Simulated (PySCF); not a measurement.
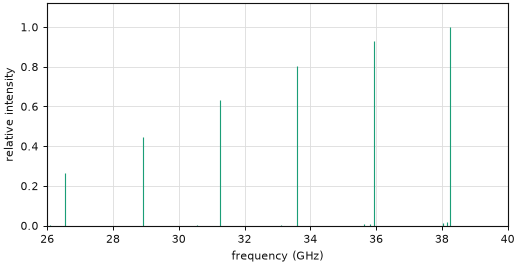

Simulated rotational absorption lines between 26 and 40 GHz at 3 K: rigid rotor with the equilibrium constants and dipole of one optimised conformer (PBE0-D3(BJ)/def2-SVP, PySCF), commonest isotopes; no centrifugal distortion, hyperfine structure, internal rotation or nuclear-spin weights; lines within 1 MHz of each other are summed.

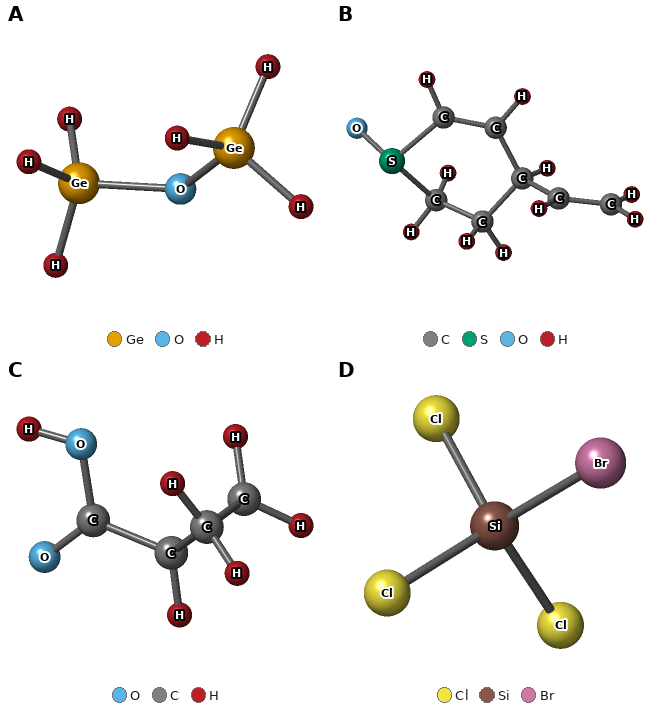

Question: Which molecule gives this spectrum? Choose among the lettered structures.

Answer: Structure A, Ge₂H₆O, SMILES [GeH3][O][GeH3], singlet. Rotational constants A, B, C = 25.36, 1.200, 1.180 GHz, |μa|, |μb|, |μc| = 0.00, 0.97, 0.03 D.

Note: coarse grid, loose stop and no frequency check, small forces are noise and the end may be a saddle.
